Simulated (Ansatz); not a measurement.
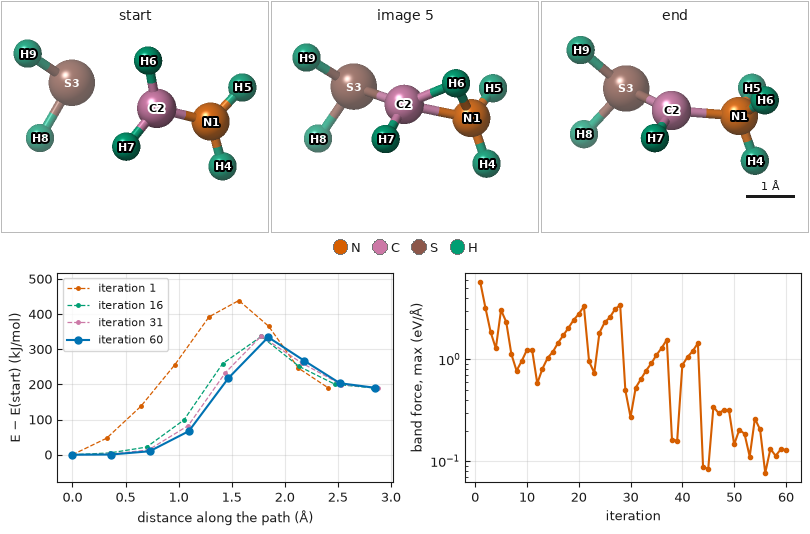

A search for the minimum-energy path of CH₆NS (charge +1), made up of CH4N and H$_{2}$S by the nudged elastic band. Images are numbered from 0 (start) to 8 (end). The plot follows the band through its iterations. A ball-and-stick model, seen at a tilt.

The calculation used RKS PBE0/def2-SVPD (Ansatz). Set-up: 7 movable images; climbing image; force threshold 0.05 eV/Å; iteration limit 60; optimiser L-BFGS; starting path through a guess of the saddle point.

**Did the band converge, and can the barrier be trusted?**

The result isn't final. The band hadn't converged when the run stopped after 60 iterations. The largest component of the band force went from 5.7 to 0.13 eV/Å. The barrier read from it is provisional, though the highest image hardly moved in the last two iterations. The first iteration put the highest image at 438.5 kJ/mol. The energy climbs by 334.2 kJ/mol to image 5 and then falls by 144.0 kJ/mol, so the end point sits at +190.2 kJ/mol.

Limits of the set-up: the start holds two separate molecules, 2.7 Å apart at their closest, whose relative position is a soft coordinate and is computed without a dispersion correction.

The run took 13 min on 2 threads of Arm Neoverse V1, on a shared host, peak memory 0.2 GiB.
